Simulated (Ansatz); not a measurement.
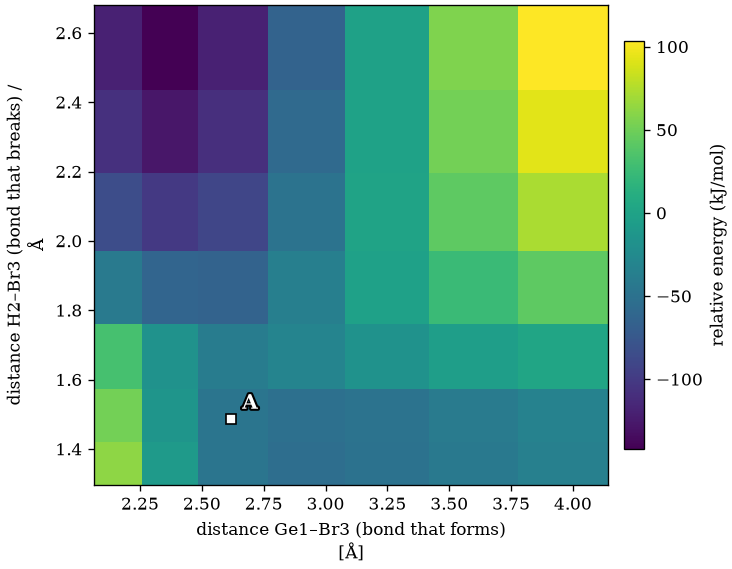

The reacting system BrGeH₃ (fragments GeH₂ + BrH where the first distance is long, BrGeH + H₂ where the second is long). First axis: distance Ge1–Br3 (bond that forms). Second axis: distance H2–Br3 (bond that breaks). Relaxed at each point: all other coordinates. The grid has 7 × 7 points. Points are written as (first, second). Energies are in kJ/mol, from a guessed transition structure relaxed with its forming and breaking bonds held. Energies and slopes of some neighbouring points disagree (a jump in structure or state, or too coarse a mesh). The reference is spin-restricted, so regions where a bond is pulled apart into radicals lie too high. These are results of RKS BHLYP-D4/def2-TZVP in Ansatz, not measurements.

The picture shows one coloured cell a grid point, the point A.

### Is A at rest? If not, where is it pushed?

A, at (2.616 Å, 1.487 Å), is not a stationary point. The computed force is 57 kJ/mol for each Å towards larger values of the first coordinate and 139 kJ/mol for each Å towards smaller values of the second coordinate.
